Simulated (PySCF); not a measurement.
# C5H5FO: the cost of one run

Computed with PySCF 2.14.0, with density-fitted response routines of our own, on a single molecule in the gas phase. Atoms count from 0, in the outputs and in this text.

### 1 Starting geometry

12 atoms, charge 0, multiplicity 1; geometry from: PBE0-D3(BJ)/def2-SVP.

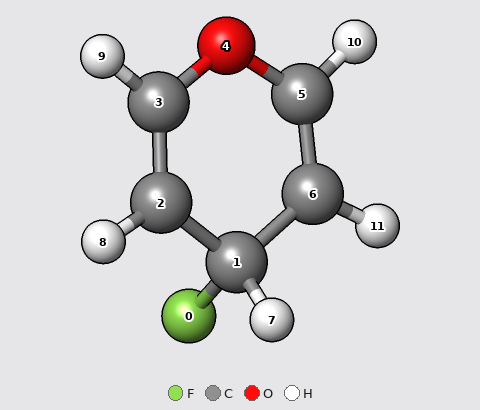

As it starts; fluorine green, carbon grey, oxygen red, hydrogen white, atoms numbered.

### 2 X-ray photoelectron lines: SCAN, X2C

What the job is given:

```
{"job": {"kind": "xps"}, "charge": 0, "multiplicity": 1}
F     -0.691700    -0.308475     2.097069
C     -0.754239    -0.518414     0.714205
C      0.524958    -1.119578     0.246092
C      1.381504    -0.450459    -0.534723
O      1.144711     0.778761    -1.042254
C     -0.045932     1.345856    -0.751240
C     -0.981588     0.779002     0.020153
H     -1.605257    -1.208248     0.573363
H      0.801304    -2.116092     0.595591
H      2.347864    -0.837819    -0.861378
H     -0.158349     2.313225    -1.243434
H     -1.921791     1.310243     0.179412
```

Method: delta-SCF UKS SCAN, pcX-2 on the ionised atom, pcseg-1 elsewhere, spin-free X2C.

Command:

```sh
OMP_NUM_THREADS=1 python probes_run.py task.json out
```

One launch serves the whole session: the jobs run in the order shown.

**Question.** How long does this first job take on 1 thread of Intel Xeon 6975P-C, shared host, and how much memory does it need?

About 24 s, with a peak of 0.54 GiB.
